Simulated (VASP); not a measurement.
Band structure of CsI (space group Fm-3m). Level of theory: PBEsol GGA, VASP's PBE PAW potentials (set 64) (plane waves; VASP).

Unless said otherwise, spin-orbit coupling is left out, though it shifts the bands of the heavy elements here.

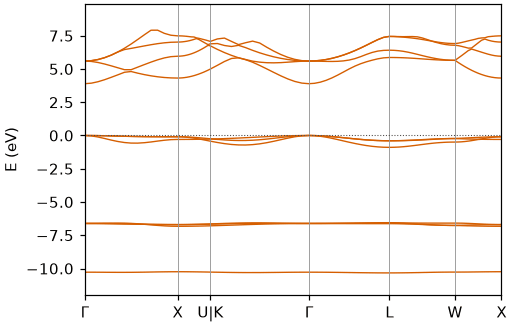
Fig. 1. Bands along high-symmetry lines, zero at the valence-band maximum or, without a gap, the Fermi level

Problem. Read the plot: is there a gap, and where are the band edges?

Solution. The gap is direct, 3.89 eV, from the valence maximum at Γ to the conduction minimum at Γ. (Edges off the drawn lines would not show.)

The structure comes from a computed database's CsI entry (Fm-3m); how it stands against other phases isn't given here. It was relaxed first, which changed the volume by -6 %.
